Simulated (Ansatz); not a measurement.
# CH5BFGa: geometry and vibrations

The task is to find a stationary geometry of CH5BFGa, then compute its harmonic vibrations to see whether it is a minimum and to get the zero-point energy and entropy, and look at its orbitals and charge.

The runs use Ansatz 0.2.0, Gaussian basis; RKS PBE0-D4/def2-TZVP.

The runs, in order: relaxation at PBE-D4/def2-SVP; relaxation at PBE0-D4/def2-TZVP; harmonic vibrations at the same level; a single point in def2-TZVPP for the fields.

**1. Starting geometry**

SMILES `B[CH](F)[GaH2]`, 9 atoms, charge 0, spin multiplicity 1.

Atoms are counted from 1 here; the program's logs count them from 0.

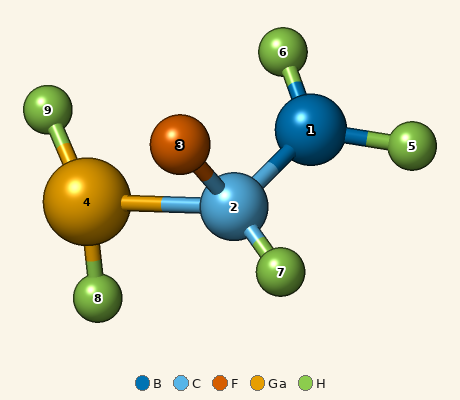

As it starts; colours as in the key; atoms are numbered from 1 in the order of the file.

The start is a force-field geometry with small random shifts, so a cheaper pass at PBE-D4/def2-SVP comes first.

**2. Optimising with PBE-D4/def2-SVP (cheap first pass)**

Input file in.yaml:

```yaml
crystal:
  periodic: [false, false, false]
  atoms:
    - {symbol: B, position_ang: [-0.618400, 1.059500, 0.369900]}
    - {symbol: C, position_ang: [0.436200, 0.372100, -0.513400]}
    - {symbol: F, position_ang: [1.584900, 0.302400, 0.192100]}
    - {symbol: Ga, position_ang: [0.284900, -1.612300, -0.057100]}
    - {symbol: H, position_ang: [-1.103100, 2.137200, -0.009400]}
    - {symbol: H, position_ang: [-0.949900, 0.696900, 1.422600]}
    - {symbol: H, position_ang: [0.640700, 0.945300, -1.445600]}
    - {symbol: H, position_ang: [-0.111100, -1.840000, -1.176100]}
    - {symbol: H, position_ang: [-0.075600, -2.107400, 1.200000]}
basis:
  gaussian: {orbitals: def2-SVP}
hamiltonian: {xc: pbe, dispersion: d4}
relax: {f_tol: 0.03, max_steps: 200}
```

Launch:

```console
$ ansatz run in.yaml --threads 2 --pin off --events-out ev --progress --plain --max-ram 4352MiB
```

The program printed (excerpt; [...] marks lines left out):

```text
Functional definition: PBE
  name "PBE"
  cite "Perdew, Burke & Ernzerhof, Phys. Rev. Lett. 77, 3865 (1996) doi:10.1103/PhysRevLett.77.3865"
  parent pbe
[...]
1105 factors; their error is unknown
[...]
mean field -56860.66024373 eV, -2089.5907224171 hartree, gradient 3.8e-5 eV, S^2 0.000000; 0 other end points of the search recorded, 0 dependent functions left out
[...]
reference -56860.66028406 eV, -2089.5907238993 hartree; 28, 28 occupied and 71, 71 virtual orbitals, 1105 factors
relax step   1: F+E_penalty+E_count = -56860.82954636 eV  Δ(F+E_penalty+E_count) = +0.000e0 eV  max|allowed force component| = 1.083e1 eV/Å  Δτ_max = 0.0000 Å  (27 SCF iters, accepted)
[...]
relax step   6: F+E_penalty+E_count = -56864.86686545 eV  Δ(F+E_penalty+E_count) = -9.211e-2 eV  max|allowed force component| = 3.921e-1 eV/Å  Δτ_max = 0.1969 Å  (28 SCF iters, accepted)
[...]
relax step  11: F+E_penalty+E_count = -56864.92315075 eV  Δ(F+E_penalty+E_count) = -3.242e-3 eV  max|allowed force component| = 9.508e-2 eV/Å  Δτ_max = 0.0758 Å  (29 SCF iters, accepted)
[...]
relax step  16: F+E_penalty+E_count = -56864.99008693 eV  Δ(F+E_penalty+E_count) = -2.507e-2 eV  max|allowed force component| = 3.626e-1 eV/Å  Δτ_max = 0.1918 Å  (35 SCF iters, accepted)
[...]
relax step  21: F+E_penalty+E_count = -56865.01599651 eV  Δ(F+E_penalty+E_count) = -1.639e-4 eV  max|allowed force component| = 5.156e-2 eV/Å  Δτ_max = 0.0239 Å  (30 SCF iters, accepted)
[...]
relax step  22: F+E_penalty+E_count = -56865.01623290 eV  Δ(F+E_penalty+E_count) = -2.364e-4 eV  max|allowed force component| = 9.160e-3 eV/Å  Δτ_max = 0.0082 Å  (32 SCF iters, accepted)
1105 factors; their error is unknown
mean field -56864.84767208 eV, -2089.7446075709 hartree, gradient 7.5e-6 eV, S^2 0.000000; 1 other end points of the search recorded, 0 dependent functions left out
[...]
reference -56864.84771071 eV, -2089.7446089904 hartree; 28, 28 occupied and 71, 71 virtual orbitals, 1105 factors
Total energy: -56865.01627153 eV, -2089.7508034862 hartree
Atom 0 at    -0.377227     0.910588     0.483611 Å, force     0.000347     0.004298    -0.007160 eV/Å
Atom 1 at     0.849337     0.753755    -0.325176 Å, force    -0.005797     0.001953    -0.009160 eV/Å
Atom 2 at     2.096569     0.871390     0.188604 Å, force     0.006401     0.001755     0.007368 eV/Å
Atom 3 at    -0.356427    -1.204888    -0.087528 Å, force    -0.000335    -0.002103    -0.000297 eV/Å
Atom 4 at    -1.422732     0.625289    -0.154659 Å, force    -0.002678     0.001146     0.001818 eV/Å
Atom 5 at    -0.444888     1.148301     1.667832 Å, force     0.002172    -0.002711     0.003424 eV/Å
Atom 6 at     0.895671     0.641673    -1.427636 Å, force     0.000237    -0.002185     0.003978 eV/Å
Atom 7 at    -0.373465    -1.773404    -1.555205 Å, force    -0.001346    -0.001211     0.000903 eV/Å
Atom 8 at    -0.778238    -2.019005     1.193157 Å, force     0.000999    -0.000941    -0.000875 eV/Å
Dipole moment:    -0.090738    -0.190355    -0.209366 e Å
```

Run time: 47 s. Hardware: 2 threads of Arm Neoverse V1, shared host.

Relaxation path: (the energy doesn't fall at every step)

```csv
step,energy from step 1 (eV),largest force component (eV/Å)
1,0.0000,10.8345
2,-2.2546,4.3555
3,-3.3161,1.0037
4,-3.7630,0.6130
5,-3.9452,0.6277
6,-4.0373,0.3921
7,-4.0692,0.2525
8,-4.0841,0.1012
9,-4.0876,0.1013
10,-4.0904,0.0830
11,-4.0936,0.0951
12,-4.0983,0.2346
13,-4.1013,0.3639
14,-4.1081,0.3615
15,-4.1355,0.1710
16,-4.1605,0.3626
17,-4.1668,0.4223
18,-4.1825,0.1278
19,-4.1597,0.4025
20,-4.1863,0.0640
21,-4.1865,0.0516
22,-4.1867,0.0092
```

Close pairs (by a distance rule), those that changed most:

```
  bond  before (Å)  after (Å)  change (Å)
B1–Ga4       2.853      2.191      -0.661
Ga4–H8       1.209      1.574      +0.365
C2–Ga4       2.042      2.312      +0.270
Ga4–H9       1.398      1.575      +0.177
 B1–C2       1.538      1.478      -0.060
 B1–H6       1.162      1.210      +0.048
 B1–H5       1.241      1.258      +0.017
 C2–F3       1.350      1.354      +0.004
```

**3. Relaxation at PBE0-D4/def2-TZVP**

Input file in.yaml:

```yaml
crystal:
  periodic: [false, false, false]
  atoms:
    - {symbol: B, position_ang: [-0.377227, 0.910588, 0.483611]}
    - {symbol: C, position_ang: [0.849337, 0.753755, -0.325176]}
    - {symbol: F, position_ang: [2.096569, 0.871390, 0.188604]}
    - {symbol: Ga, position_ang: [-0.356427, -1.204888, -0.087528]}
    - {symbol: H, position_ang: [-1.422732, 0.625289, -0.154659]}
    - {symbol: H, position_ang: [-0.444888, 1.148301, 1.667832]}
    - {symbol: H, position_ang: [0.895671, 0.641673, -1.427636]}
    - {symbol: H, position_ang: [-0.373465, -1.773404, -1.555205]}
    - {symbol: H, position_ang: [-0.778238, -2.019005, 1.193157]}
basis:
  gaussian: {orbitals: def2-TZVP}
hamiltonian: {xc: pbe0, dispersion: d4}
relax: {f_tol: 0.005, max_steps: 150}
```

The command is unchanged.

The program printed (excerpt; [...] marks lines left out):

```text
Functional definition: PBE0
  name "PBE0"
  cite "Adamo & Barone, J. Chem. Phys. 110, 6158 (1999) doi:10.1063/1.478522"
  cite "Perdew, Burke & Ernzerhof, Phys. Rev. Lett. 77, 3865 (1996) doi:10.1103/PhysRevLett.77.3865"
  parent pbe
[...]
1138 factors; their error is unknown
[...]
mean field -56878.29808878 eV, -2090.2389012675 hartree, gradient 7.1e-5 eV, S^2 0.000000; 0 other end points of the search recorded, 0 dependent functions left out
[...]
reference -56878.29812135 eV, -2090.2389024645 hartree; 28, 28 occupied and 143, 143 virtual orbitals, 1138 factors
relax step   1: F+E_penalty+E_count = -56878.43932275 eV  Δ(F+E_penalty+E_count) = +0.000e0 eV  max|allowed force component| = 6.277e-1 eV/Å  Δτ_max = 0.0000 Å  (27 SCF iters, accepted)
[...]
Total energy: -56878.46885871 eV, -2090.2451769467 hartree
Atom 0 at    -0.386258     0.926609     0.477319 Å, force    -0.000185     0.000884     0.004269 eV/Å
Atom 1 at     0.826842     0.725695    -0.311256 Å, force    -0.004584    -0.002594    -0.003471 eV/Å
Atom 2 at     2.071871     0.835751     0.205240 Å, force    -0.000002     0.000323    -0.000462 eV/Å
Atom 3 at    -0.328357    -1.206924    -0.106110 Å, force    -0.001666     0.000920    -0.002103 eV/Å
Atom 4 at    -1.414618     0.639956    -0.145904 Å, force     0.002569     0.001338    -0.001028 eV/Å
Atom 5 at    -0.448021     1.166126     1.640697 Å, force    -0.000187    -0.000401    -0.000642 eV/Å
Atom 6 at     0.884079     0.630910    -1.395901 Å, force     0.002529     0.001540     0.000936 eV/Å
Atom 7 at    -0.391020    -1.768579    -1.561218 Å, force     0.001075    -0.000760     0.000561 eV/Å
Atom 8 at    -0.725917    -1.995846     1.180131 Å, force     0.000451    -0.001249     0.001940 eV/Å
Dipole moment:    -0.153961    -0.214578    -0.213208 e Å
```

It took 45 s on 2 threads of Arm Neoverse V1, shared host.

Relaxation path:

```
step  energy from step 1 (eV)  largest force component (eV/Å)
   1                   0.0000                          0.6277
   2                  -0.0259                          0.1707
   3                  -0.0283                          0.0992
   4                  -0.0290                          0.0445
   5                  -0.0293                          0.0230
   6                  -0.0294                          0.0148
   7                  -0.0295                          0.0117
   8                  -0.0295                          0.0046
```

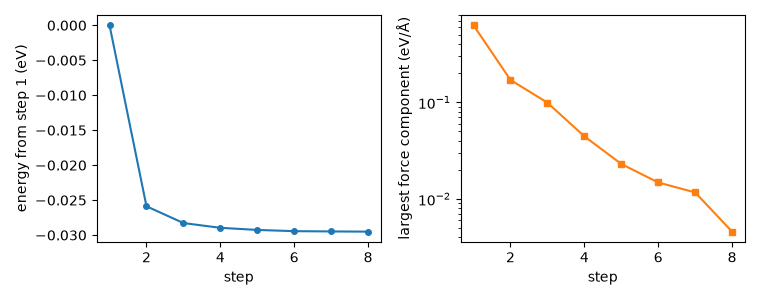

Energy and largest force along the relaxation.

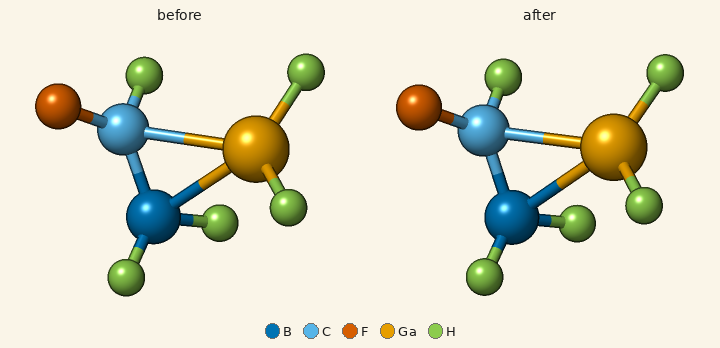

The geometry before (left) and after (right).

Distances of close pairs at the start and the end, largest changes first:

| bond | before (Å) | after (Å) | change (Å) |
| --- | --- | --- | --- |
| C2–Ga4 | 2.312 | 2.261 | -0.051 |
| B1–H5 | 1.258 | 1.236 | -0.022 |
| B1–Ga4 | 2.191 | 2.213 | +0.021 |
| B1–H6 | 1.210 | 1.189 | -0.020 |
| C2–H7 | 1.109 | 1.090 | -0.019 |
| B1–C2 | 1.478 | 1.461 | -0.017 |
| Ga4–H9 | 1.575 | 1.560 | -0.015 |
| Ga4–H8 | 1.574 | 1.561 | -0.013 |

Mulliken charges of the relaxed molecule (report file):

| atom | value (e) |
| --- | --- |
| B1 | -0.19 |
| C2 | 0.06 |
| F3 | -0.19 |
| Ga4 | 0.23 |
| H5 | 0.02 |
| H6 | 0.03 |
| H7 | 0.14 |
| H8 | -0.06 |
| H9 | -0.05 |

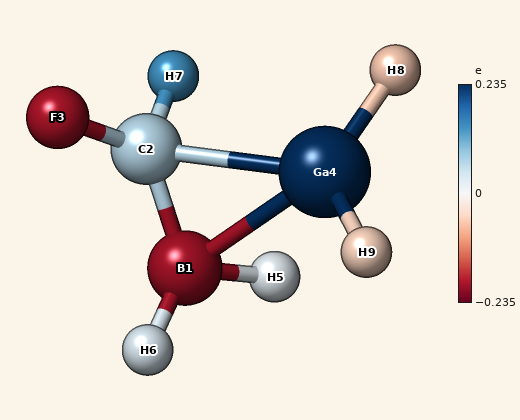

Mulliken charges of the relaxed molecule (report file), as colours on the atoms.

**4. Force constants and modes**

Input file in.yaml:

```yaml
crystal:
  periodic: [false, false, false]
  atoms:
    - {symbol: B, position_ang: [-0.386258, 0.926609, 0.477319]}
    - {symbol: C, position_ang: [0.826842, 0.725695, -0.311256]}
    - {symbol: F, position_ang: [2.071871, 0.835751, 0.205240]}
    - {symbol: Ga, position_ang: [-0.328357, -1.206924, -0.106110]}
    - {symbol: H, position_ang: [-1.414618, 0.639956, -0.145904]}
    - {symbol: H, position_ang: [-0.448021, 1.166126, 1.640697]}
    - {symbol: H, position_ang: [0.884079, 0.630910, -1.395901]}
    - {symbol: H, position_ang: [-0.391020, -1.768579, -1.561218]}
    - {symbol: H, position_ang: [-0.725917, -1.995846, 1.180131]}
basis:
  gaussian: {orbitals: def2-TZVP}
hamiltonian: {xc: pbe0, dispersion: d4}
phonons: {temperatures: {t_min: 298.15, t_max: 900, t_step: 200}}
```

Launched as before.

The program printed (excerpt; [...] marks lines left out):

```text
Functional definition: PBE0
  name "PBE0"
  cite "Adamo & Barone, J. Chem. Phys. 110, 6158 (1999) doi:10.1063/1.478522"
  cite "Perdew, Burke & Ernzerhof, Phys. Rev. Lett. 77, 3865 (1996) doi:10.1103/PhysRevLett.77.3865"
  parent pbe
[...]
1138 factors; their error is unknown
[...]
mean field -56878.32791062 eV, -2090.2399971999 hartree, gradient 7.1e-5 eV, S^2 0.000000; 0 other end points of the search recorded, 0 dependent functions left out
[...]
reference -56878.32794321 eV, -2090.2399983977 hartree; 28, 28 occupied and 143, 143 virtual orbitals, 1138 factors
[...]
1138 factors; their error is unknown
mean field -56878.32775608 eV, -2090.2399915206 hartree, gradient 1.3e-6 eV, S^2 0.000000; 0 other end points of the search recorded, 0 dependent functions left out
[...]
reference -56878.32778867 eV, -2090.2399927182 hartree; 28, 28 occupied and 143, 143 virtual orbitals, 1138 factors
[...]
Atom 1 at     0.826842     0.725695    -0.311256 Å, force    -0.004716    -0.002637    -0.003485 eV/Å
Atom 2 at     2.071871     0.835751     0.205240 Å, force     0.000082     0.000322    -0.000456 eV/Å
Atom 3 at    -0.328357    -1.206924    -0.106110 Å, force    -0.001646     0.000996    -0.002117 eV/Å
Atom 4 at    -1.414618     0.639956    -0.145904 Å, force     0.002503     0.001345    -0.000981 eV/Å
Atom 5 at    -0.448021     1.166126     1.640697 Å, force    -0.000235    -0.000390    -0.000629 eV/Å
Atom 6 at     0.884079     0.630910    -1.395901 Å, force     0.002544     0.001534     0.000964 eV/Å
Atom 7 at    -0.391020    -1.768579    -1.561218 Å, force     0.001093    -0.000781     0.000557 eV/Å
Atom 8 at    -0.725917    -1.995846     1.180131 Å, force     0.000447    -0.001261     0.001933 eV/Å
Dipole moment:    -0.153960    -0.214579    -0.213207 e Å
Vibrations: 118.49 225.01 333.69 352.45 400.98 438.47 591.01 670.30 736.77 798.15 860.79 923.28 1039.29 1154.00 1281.66 1452.40 1993.96 2008.11 2355.12 2683.43 3140.96 cm⁻¹, zero-point energy 1.460430 eV
```

It took 3 min on 2 threads of Arm Neoverse V1, shared host.

Motions are named by where the mode's potential energy lies. Wavenumbers, unscaled:

| mode | cm⁻¹ | motion |
| --- | --- | --- |
| 1 | 118 | bend |
| 2 | 225 | bend |
| 3 | 334 | bend |
| 4 | 352 | Ga–B and Ga–C stretch |
| 5 | 401 | bend |
| 6 | 438 | bend |
| 7 | 591 | bend |
| 8 | 670 | bend |
| 9 | 737 | bend |
| 10 | 798 | bend |
| 11 | 861 | bend |
| 12 | 923 | bend |
| 13 | 1039 | bend with C–F stretch |
| 14 | 1154 | bend with C–F stretch |
| 15 | 1282 | bend |
| 16 | 1452 | bend with B–C stretch |
| 17 | 1994 | Ga–H stretch |
| 18 | 2008 | Ga–H stretch |
| 19 | 2355 | B–H stretch |
| 20 | 2683 | B–H stretch |
| 21 | 3141 | C–H stretch |

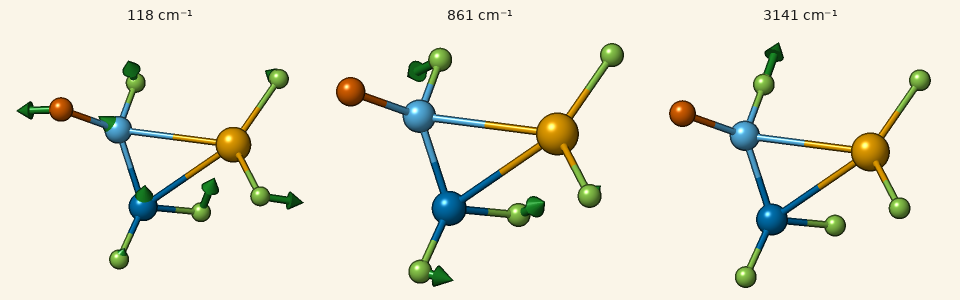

Displacements of 3 modes, as arrows.

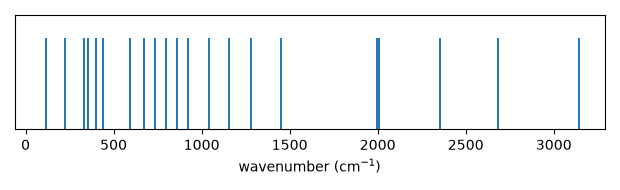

The harmonic wavenumbers as sticks (no intensities were computed).

Ideal gas, rigid rotor and harmonic oscillator at 298.15 K and 1 bar, with symmetry number 1:

```csv
term,value
zero-point energy,140.9 kJ/mol
H(298) − E,159.2 kJ/mol
"entropy, translation",168.2 J/(mol K)
"entropy, rotation",108.8 J/(mol K)
"entropy, vibration",45.9 J/(mol K)
"entropy, total",323.0 J/(mol K)
```

**5. A single point for the fields**

in.yaml: that of step 4 with these lines changed.

```diff
@@ -13,4 +13,4 @@
 basis:
-  gaussian: {orbitals: def2-TZVP}
+  gaussian: {orbitals: def2-TZVPP}
 hamiltonian: {xc: pbe0, dispersion: d4}
-phonons: {temperatures: {t_min: 298.15, t_max: 900, t_step: 200}}
+output: {orbitals: {seedname: orbitals}}
```

Same command.

The program printed:

```text
Functional definition: PBE0
  name "PBE0"
  cite "Adamo & Barone, J. Chem. Phys. 110, 6158 (1999) doi:10.1063/1.478522"
  cite "Perdew, Burke & Ernzerhof, Phys. Rev. Lett. 77, 3865 (1996) doi:10.1103/PhysRevLett.77.3865"
  parent pbe
  parameter a = 0.25
  parameter kappa = 0.804
  parameter beta = 0.06672455060314922
  exchange = (1 - a)*pbe_x(kappa = kappa, mu = beta*pi^2/3) + a*exact_x
  correlation = pbe_c(beta = beta)
1213 factors; their error is unknown
mean field evaluation 1: about -56873.8821 eV, gradient 4.5e1 eV
mean field evaluation 2: about -56871.9465 eV, gradient 5.6e1 eV
mean field evaluation 4: about -56878.1535 eV, gradient 2.5e0 eV
mean field evaluation 8: about -56878.1689 eV, gradient 3.2e-2 eV
mean field evaluation 16: about -56878.3629 eV, gradient 3.0e-5 eV
mean field -56878.36288693 eV, -2090.2412825558 hartree, gradient 3.0e-5 eV, S^2 0.000000; 0 other end points of the search recorded, 0 dependent functions left out
reference -56878.36291949 eV, -2090.2412837522 hartree; 28, 28 occupied and 183, 183 virtual orbitals, 1213 factors
Total energy: -56878.50382958 eV, -2090.2464621025 hartree
```

Run time: 4.5 s. Hardware: 2 threads of Arm Neoverse V1, shared host.

The fields below are evaluated on a grid from the run's orbitals.

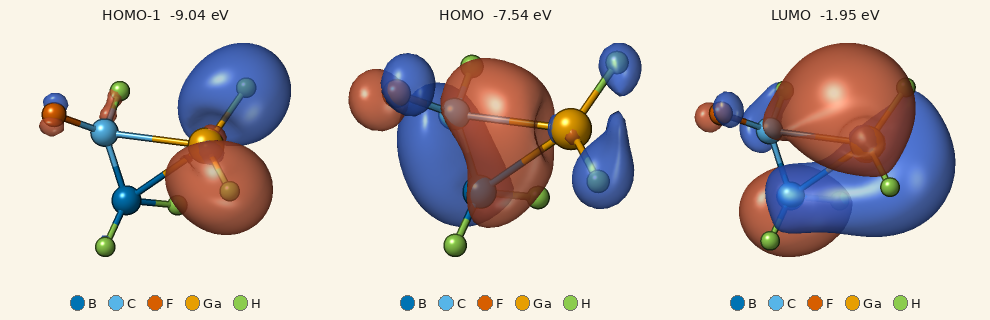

PBE0-D4/def2-TZVPP orbitals near the gap, drawn at the value that encloses 70 % of each; the two colours are the two signs.

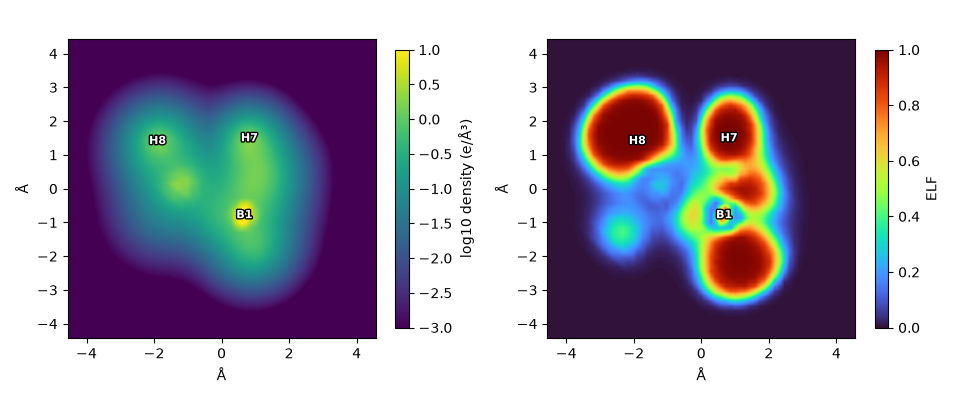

Density (left) and ELF (right) in a plane through or near 3 of the atoms.

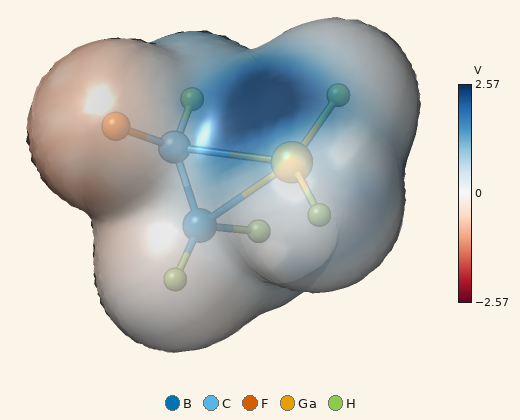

The potential that a unit positive charge feels on the 0.002 e/bohr³ surface, from the 1st to the 99th percentile, from -0.81 V near F3 to 2.57 V near Ga4.

**6. Summary of results**

| quantity | value |
| --- | --- |
| point group | C1 |
| steps | 22 + 8 |
| shift from the start (rms) | 0.753 Å |
| total energy | -56878.4689 eV |
| dispersion term | -141 meV |
| dipole moment | 1.63 D |
| lowest, highest wavenumber | 118, 3141 cm⁻¹ |
| zero-point energy | 140.9 kJ/mol |
| entropy at 298.15 K | 323.0 J/(mol K) |
| HOMO, LUMO | -7.54, -1.95 eV |

The relaxed geometry lies 0.75 Å (rms) from the start; the bond that changed most is B1–Ga4, from 2.853 to 2.213 Å. The bonds at the end are not those of the start, so the run found another structure. No mode is imaginary: a true minimum at this level. The stiffest mode, 3141 cm⁻¹, is a C–H stretch. Harmonic hybrid wavenumbers usually lie a few per cent above measured fundamentals. The largest Mulliken charge, +0.23 e, sits on Ga4. The HOMO lies mostly on C2 31 %; B1 20 % and the LUMO on Ga4 35 %; H5, H8, H9 about 13 % each.
